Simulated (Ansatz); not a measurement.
The parent structure is KCl in the rock salt structure (space group Fm-3m, No. 225; a = 6.243 Å).

Modification: a negative pressure, −1 GPa.

Method: PBEsol (Ansatz, a first-principles code), no SOC.

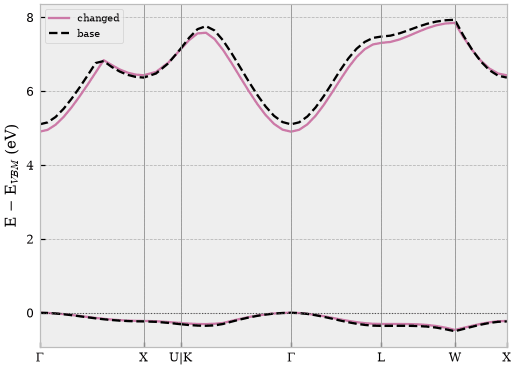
Fig. 1. Highest valence and lowest conduction band along the path, each from its own valence-band maximum

The gap is 4.90 eV, direct at Γ; the base has 5.10 eV.

Load acts through the strain it causes; cell and atoms are relaxed under it. Whether these cells are dynamically stable was not tested.
